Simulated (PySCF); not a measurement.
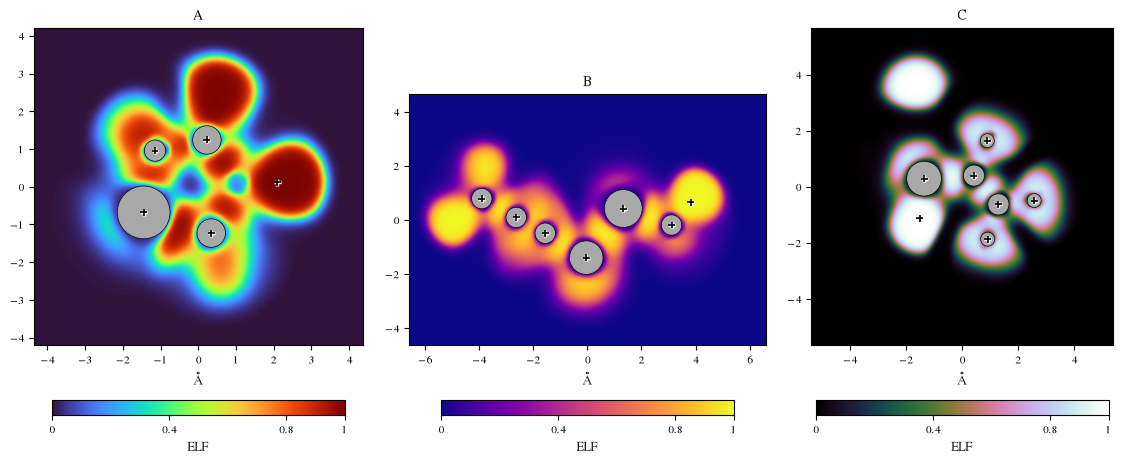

The electron localisation function of 3 systems, each on a plane through atoms (crosses mark nuclei in the plane; grey discs cover the cores).

Theory: PBE0/pcSseg-1, SCF density, gas phase, non-relativistic (PySCF 2.14.0).

System 1: C₆H₁₃PSi (SMILES CC#CP(C)[SiH](C)C), the plane of atoms P4, Si6 and C8. Geometry: PBE0-D3(BJ)/def2-SVP.

```yaml
atoms:
  - { symbol: C, position_ang: [3.7167, -1.1284, 0.7082] }
  - { symbol: C, position_ang: [2.5210, -0.3192, 0.5564] }
  - { symbol: C, position_ang: [1.5167, 0.3595, 0.4227] }
  - { symbol: P, position_ang: [0.0695, 1.3746, 0.3789] }
  - { symbol: C, position_ang: [0.2697, 2.2292, -1.2640] }
  - { symbol: Si, position_ang: [-1.3759, -0.2776, -0.2160] }
  - { symbol: C, position_ang: [-1.3905, -1.5499, 1.1634] }
  - { symbol: C, position_ang: [-3.0731, 0.4942, -0.4765] }
  - { symbol: H, position_ang: [4.4433, -0.6530, 1.3863] }
  - { symbol: H, position_ang: [4.2141, -1.2901, -0.2614] }
  - { symbol: H, position_ang: [3.4700, -2.1185, 1.1237] }
  - { symbol: H, position_ang: [0.4802, 1.5330, -2.0886] }
  - { symbol: H, position_ang: [1.0892, 2.9587, -1.1894] }
  - { symbol: H, position_ang: [-0.6576, 2.7819, -1.4798] }
  - { symbol: H, position_ang: [-0.9065, -0.9030, -1.4965] }
  - { symbol: H, position_ang: [-2.0719, -2.3822, 0.9269] }
  - { symbol: H, position_ang: [-1.7177, -1.0931, 2.1102] }
  - { symbol: H, position_ang: [-0.3794, -1.9591, 1.3106] }
  - { symbol: H, position_ang: [-3.0614, 1.2150, -1.3088] }
  - { symbol: H, position_ang: [-3.8219, -0.2787, -0.7117] }
  - { symbol: H, position_ang: [-3.4009, 1.0236, 0.4317] }
```

System 2: C₃H₇FOSi, the plane of atoms C3, Si2 and O6. Geometry: PBE0-D3(BJ)/def2-SVP.

```csv
atom,x (Å),y (Å),z (Å)
F,1.4703,-1.4223,-1.8223
Si,1.2154,-0.3430,-0.6355
C,-0.3313,0.6721,-0.9343
C,-1.0385,0.5334,0.4246
C,-0.6919,-0.8462,0.9918
O,0.6823,-1.1005,0.7480
H,2.5200,0.3241,-0.4180
H,-0.1656,1.7183,-1.2287
H,-0.9104,0.1911,-1.7417
H,-2.1289,0.6738,0.3550
H,-0.6569,1.3036,1.1160
H,-1.3075,-1.6305,0.5118
H,-0.8741,-0.8999,2.0762
```

System 3: C₅H₉F₃PSi (charge +1), the plane of atoms C6, C8 and F10. Geometry: PBE0-D3(BJ)/def2-SVP.

| atom | x (Å) | y (Å) | z (Å) |
| --- | --- | --- | --- |
| C | -0.1291 | -0.9948 | -1.4208 |
| C | -0.6294 | -1.3119 | -0.0782 |
| C | -1.2100 | -0.4082 | 0.8393 |
| Si | -2.0678 | 1.2700 | 0.3755 |
| P | 0.5426 | -0.1202 | 1.6671 |
| C | 1.4893 | 0.8965 | 0.5315 |
| F | 1.0882 | 2.1669 | 0.4631 |
| C | 2.5965 | 0.5290 | -0.1433 |
| F | 3.3156 | 1.3321 | -0.8407 |
| F | 3.0381 | -0.6925 | -0.1488 |
| H | -0.0726 | 0.0777 | -1.6406 |
| H | 0.8259 | -1.4998 | -1.6347 |
| H | -0.8562 | -1.4489 | -2.1257 |
| H | -0.5994 | -2.3742 | 0.2075 |
| H | -1.7521 | -0.8980 | 1.6639 |
| H | -1.3812 | 1.8555 | -0.8021 |
| H | -1.9570 | 2.1276 | 1.5814 |
| H | -3.4655 | 0.8721 | 0.0678 |
| H | 1.1951 | -1.3695 | 1.4593 |

Question: Match each panel to its system.

Answer: Panel A is system 2, C₃H₇FOSi: the plane holds Si, C, O and H. C–O (1.42 Å): the ELF peaks at about 0.85 between the atoms, as expected for a polar covalent bond. Panel B is system 1, C₆H₁₃PSi: the plane holds C, P, Si and H. C–C (1.22 Å): the ELF peaks at about 0.85 between the atoms; a short, multiple covalent bond. Panel C is system 3, C₅H₉F₃PSi: the plane holds P, C, F and H. C–F (1.28 Å): the ELF peaks at about 0.85 between the atoms (a polar covalent bond).
